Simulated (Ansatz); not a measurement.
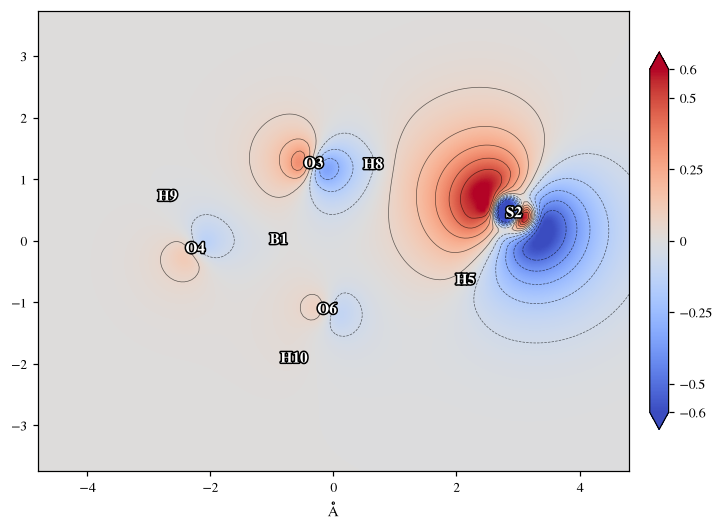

Figure. BH$_{3}$O$_{3}$···H$_{2}$S. The HOMO on the plane of atoms B1, O4 and H9 (values in Å⁻³ᐟ²; the overall sign is arbitrary).

The product side of a reaction path; geometry: PBE0-D4/def2-TZVP.

These are results of RKS PBE0-D4/def2-TZVPP (Ansatz 0.2.0), not measurements.

Input file:

```
crystal:
  periodic: [false, false, false]
  atoms:
    - {symbol: B, position_ang: [-0.013602, -1.025027, -0.327512]}
    - {symbol: S, position_ang: [-0.033326, 2.412286, 1.392947]}
    - {symbol: O, position_ang: [0.806125, -0.765584, 0.723760]}
    - {symbol: O, position_ang: [0.011994, -2.245111, -0.944168]}
    - {symbol: H, position_ang: [-0.744451, 1.905533, 0.368611]}
    - {symbol: O, position_ang: [-0.884387, -0.069610, -0.796808]}
    - {symbol: H, position_ang: [0.912507, 2.895577, 0.572687]}
    - {symbol: H, position_ang: [0.697448, 0.126482, 1.085840]}
    - {symbol: H, position_ang: [0.648976, -2.837581, -0.538963]}
    - {symbol: H, position_ang: [-1.401285, -0.396868, -1.536495]}
basis:
  gaussian: {orbitals: def2-TZVPP}
hamiltonian: {xc: pbe0, dispersion: d4}
output: {orbitals: {seedname: orbitals}}
```

Command:

```sh
ansatz run in.yaml --threads 4 --pin off --events-out ev --progress --plain --max-ram 9574MiB
```

Where does this orbital lie, and at what energy?

Answer. Its weight (Hirshfeld) is mainly on S2 (about 85 %); largely a lone pair of S2. Its energy is −7.81 eV.
